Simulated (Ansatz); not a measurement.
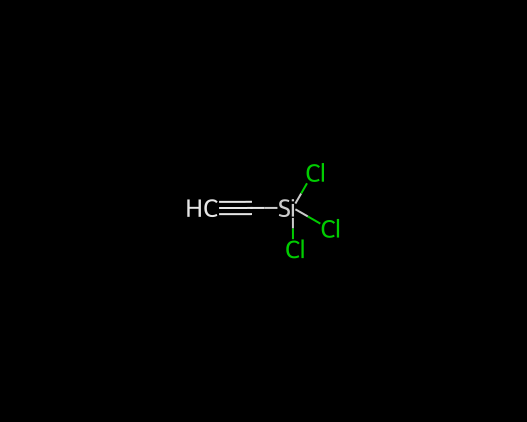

The drawing above gives the connectivity. Computed geometry: PBE0-D4/def2-TZVP optimisation.

Describe the 3D structure.

Formula C₂HCl₃Si. As SMILES it reads `C#C[Si](Cl)(Cl)Cl`. It has no ring. Among its groups: alkyne. This geometry has C3v symmetry. Coordination: 2 C linear; 1 Si tetrahedral.

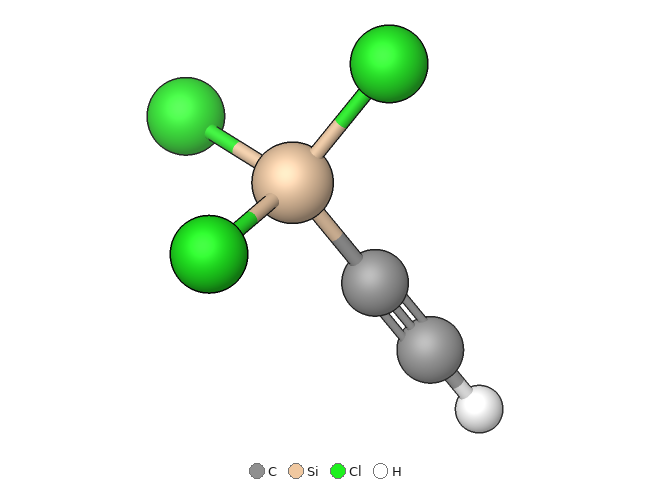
